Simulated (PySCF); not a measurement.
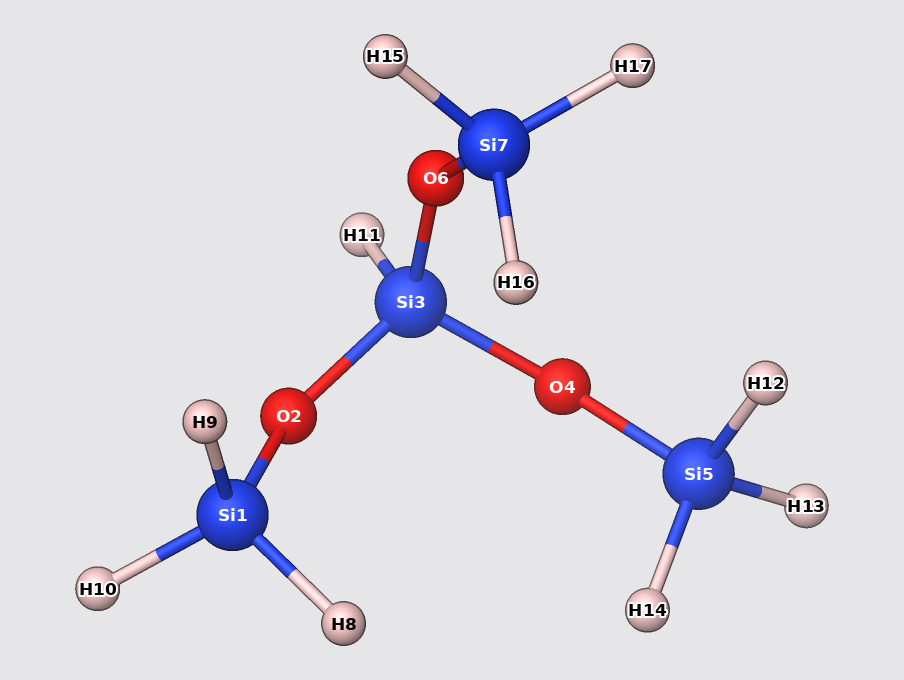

The computed structure is the end point of a PBE0-D3(BJ)/def2-SVP optimisation. No frequency run is at hand to confirm it as a minimum. Properties computed with delta-SCF UKS SCAN, pcX-2 on the ionised atom, pcseg-1 elsewhere, spin-free X2C (PySCF 2.14.0).

Give the core-electron binding energies (to vacuum; p and d levels without spin–orbit splitting) of Si1 1s, Si1 2p, O2 1s, Si3 1s, Si3 2p.

```json
{"atom": "Si1", "level": "1s", "binding energy (eV)": "1847.6"}
{"atom": "Si1", "level": "2p", "binding energy (eV)": "107.9"}
{"atom": "O2", "level": "1s", "binding energy (eV)": "538.0"}
{"atom": "Si3", "level": "1s", "binding energy (eV)": "1848.6"}
{"atom": "Si3", "level": "2p", "binding energy (eV)": "108.5"}
```
